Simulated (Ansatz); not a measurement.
# One shape, several levels: doublet [BSiH5]+

Wanted: a comparison of 6 runs (U-r2SCAN/STO-3G, U-revPBE/STO-3G, U-wB97M-V/STO-3G, UBLYP/STO-3G, USVWN5/STO-3G, UCCSDT/STO-3G) of doublet [BSiH5]+. 

Program for the calculation: Ansatz 0.2.0.

49 further runs of the same task are left out: 1 that didn't finish, 48 set aside as unsound or not needed.

### Step 1. The system as given

[BSiH5]+ has 7 atoms, charge +1, and is taken as a doublet. SMILES of the parent species: `[H]B([H])[SiH3]`. The coordinates come from a GFN2-xTB relaxation. That shape belongs to the parent species and isn't relaxed for this state.

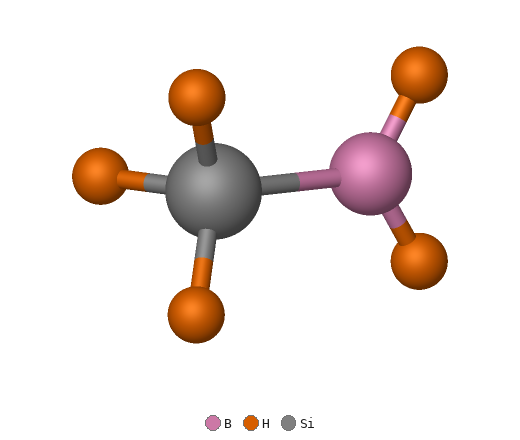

Viewed from a chosen angle; boron pink, hydrogen orange, silicon grey.

### Step 2. The energy at U-r2SCAN/STO-3G (run 1)

molecule.yaml reads:

```yaml
crystal:
  periodic: [false, false, false]
  atoms:
    - symbol: B
      position_ang: [0.595540, 1.038560, 0.005960]
    - symbol: H
      position_ang: [1.765140, 1.076930, 0.027400]
    - symbol: H
      position_ang: [0.039220, 2.066980, -0.048000]
    - symbol: Si
      position_ang: [-0.377680, -0.657970, 0.018400]
    - symbol: H
      position_ang: [-1.713750, -0.605710, 0.632990]
    - symbol: H
      position_ang: [0.300530, -1.764180, 0.713070]
    - symbol: H
      position_ang: [-0.608990, -1.154610, -1.349820]
basis:
  gaussian: {orbitals: STO-3G}
total_charge: 1
magnetization: {spin_polarized: true, initial_magnetization: 1}
hamiltonian: {xc: r2scan}
accuracy: high
```

Run with:

```bash
ansatz run molecule.yaml --threads 1 --pin off --max-ram 2610MiB --events-out events.jsonl --progress --plain --runs-dir runs
```

The log of the run:

```text
Warning: RAYON_NUM_THREADS=1 ignored (pool sized by the plan → 1); use --threads N
Functional definition: r2SCAN
  name "r2SCAN"
  parameter k0 = 0.174
  parameter k1 = 0.065
  parameter a1 = 4.9479
  exchange = r2scan_x(k0 = k0, k1 = k1, a1 = a1)
  correlation = r2scan_c
333 factors; integrals over basis functions are off by at most 1.3e-8 eV
mean field evaluation 1: about -8522.4851 eV, gradient 9.3e0 eV
mean field evaluation 2: about -8520.6977 eV, gradient 1.4e1 eV
mean field evaluation 4: about -8523.0716 eV, gradient 1.7e0 eV
mean field evaluation 8: about -8523.0325 eV, gradient 8.0e-2 eV
mean field evaluation 16: about -8523.0326 eV, gradient 1.0e-4 eV
mean field evaluation 32: about -8523.0046 eV, gradient 4.9e-1 eV
mean field -8523.03262017 eV, -313.2156716724 hartree, gradient 9.6e-8 eV, S^2 0.750898; 6 other end points of the search recorded, 0 dependent functions left out
reference -8523.03262117 eV, -313.2156717090 hartree; 12, 11 occupied and 7, 8 virtual orbitals, 333 factors
Total energy: -8523.03262117 eV, -313.2156717090 hartree
```

It took 6.6 s on 1 thread of Arm Neoverse V2, shared host; peak memory 0.24 GiB.

### Step 3. A single-point energy at U-revPBE/STO-3G (run 2)

input.yaml reads:

```yaml
crystal:
  periodic: [false, false, false]
  atoms:
    - symbol: B
      position_ang: [0.595540, 1.038560, 0.005960]
    - symbol: H
      position_ang: [1.765140, 1.076930, 0.027400]
    - symbol: H
      position_ang: [0.039220, 2.066980, -0.048000]
    - symbol: Si
      position_ang: [-0.377680, -0.657970, 0.018400]
    - symbol: H
      position_ang: [-1.713750, -0.605710, 0.632990]
    - symbol: H
      position_ang: [0.300530, -1.764180, 0.713070]
    - symbol: H
      position_ang: [-0.608990, -1.154610, -1.349820]
basis:
  gaussian:
    orbitals: STO-3G
total_charge: 1
magnetization:
  spin_polarized: true
  initial_magnetization: 1
hamiltonian:
  xc: {name: revPBE}
accuracy: high
```

Run with:

```bash
ansatz run input.yaml --threads 1 --pin off --max-ram 2610MiB --events-out events.jsonl --progress --plain --runs-dir runs
```

The log of the run:

```text
Warning: RAYON_NUM_THREADS=1 ignored (pool sized by the plan → 1); use --threads N
Functional definition: revPBE
  name "revPBE"
  parameter kappa = 1.245
  parameter beta = 0.06672455060314922
  exchange = pbe_x(kappa = kappa, mu = beta*pi^2/3)
  correlation = pbe_c(beta = beta)
333 factors; integrals over basis functions are off by at most 1.3e-8 eV
mean field evaluation 1: about -8521.8959 eV, gradient 9.9e0 eV
mean field evaluation 2: about -8519.8696 eV, gradient 1.5e1 eV
mean field evaluation 4: about -8521.8759 eV, gradient 6.5e0 eV
mean field evaluation 8: about -8522.5512 eV, gradient 1.9e0 eV
mean field evaluation 16: about -8522.5196 eV, gradient 3.7e-2 eV
mean field evaluation 32: about -8522.5058 eV, gradient 1.2e-1 eV
mean field -8522.52002923 eV, -313.1968343027 hartree, gradient 2.1e-8 eV, S^2 0.750475; 6 other end points of the search recorded, 0 dependent functions left out
reference -8522.52003185 eV, -313.1968343988 hartree; 12, 11 occupied and 7, 8 virtual orbitals, 333 factors
Total energy: -8522.52003185 eV, -313.1968343988 hartree
```

Run time: 3.9 s. Hardware: 1 thread of Arm Neoverse V2, shared host; peak memory 0.14 GiB.

Runs 3 to 5 aren't shown in full; the table further down has their settings and results.

### Step 4. The energy at UCCSDT/STO-3G (run 6)

molecule.yaml reads:

```yaml
crystal:
  periodic: [false, false, false]
  atoms:
    - {symbol: B, position_ang: [0.595540, 1.038560, 0.005960]}
    - {symbol: H, position_ang: [1.765140, 1.076930, 0.027400]}
    - {symbol: H, position_ang: [0.039220, 2.066980, -0.048000]}
    - {symbol: Si, position_ang: [-0.377680, -0.657970, 0.018400]}
    - {symbol: H, position_ang: [-1.713750, -0.605710, 0.632990]}
    - {symbol: H, position_ang: [0.300530, -1.764180, 0.713070]}
    - {symbol: H, position_ang: [-0.608990, -1.154610, -1.349820]}
basis:
  gaussian:
    orbitals: STO-3G
total_charge: 1
magnetization:
  spin_polarized: true
  initial_magnetization: 1
correlation:
  method: ccsdt
  frozen_orbitals: {B: 1, H: 0, Si: 5}
accuracy: high
scf:
  omitted_lower_state_checks: [cluster_reference, increment]
```

Run with:

```bash
ansatz run molecule.yaml --threads 1 --pin off --max-ram 2610MiB --events-out events.jsonl --progress --plain --runs-dir runs
```

The log of the run (excerpt; [...] marks lines left out):

```text
Warning: RAYON_NUM_THREADS=1 ignored (pool sized by the plan → 1); use --threads N
Functional definition: HF
  name "HF"
[...]
333 factors; integrals over basis functions are off by at most 1.3e-8 eV
[...]
mean field -8503.64625910 eV, -312.5032360435 hartree, gradient 7.0e-8 eV, S^2 0.753066; 4 other end points of the search recorded, 0 dependent functions left out
6 core orbitals not correlated: weight in the atoms' cores, before any rotation towards them, 0.999 or more for the frozen orbitals, at most 0.000 for the correlated occupied ones
reference -8503.64625910 eV, -312.5032360435 hartree; 6, 5 occupied and 7, 8 virtual orbitals, 333 factors
second order -1.93228251 eV of doubles, -0.00000000 eV of singles
cycle   1  -2.53394725 eV  change   -6.0e-1 eV  update   6.8e-2
[...]
cycle  33  -2.92605910 eV  change  -1.8e-11 eV  update   1.3e-9
Total energy: -8506.57231820 eV, -312.6107667320 hartree
Checks for a lower state left out: cluster_reference, increment
```

Wall time 0.72 s (1 thread of Arm Neoverse V2, shared host).

### Step 5. All runs side by side

| run | level | frozen core orbitals | energy (Eh) | ⟨S²⟩ | wall time |
| --- | --- | --- | --- | --- | --- |
| 1 | U-r2SCAN/STO-3G | – | -313.215672 | 0.751 | 6.6 s |
| 2 | U-revPBE/STO-3G | – | -313.196834 | 0.750 | 3.9 s |
| 3 | U-wB97M-V/STO-3G | – | -313.257777 | 0.751 | 35 s |
| 4 | UBLYP/STO-3G | – | -313.204397 | 0.750 | 5.7 s |
| 5 | USVWN5/STO-3G | – | -311.729478 | 0.751 | 3 s |
| 6 | UCCSDT/STO-3G | 6 | -312.610767 | 0.753 | 0.72 s |

### Step 6. Summary of results

```
                                          quantity          value
                               run 6: total energy  -312.61077 Eh
run 6: correlation energy (6 core orbitals frozen)     -107.5 mEh
          run 6: ⟨S²⟩ of the reference determinant          0.753
                              run 6: T1 diagnostic          0.010
```

Totals of different functionals can't be ranked against each other. In runs 1, 2, 3, 4, 5, 6 the basis is minimal, so the values are rough. All runs together took 54 s, the longest 35 s.
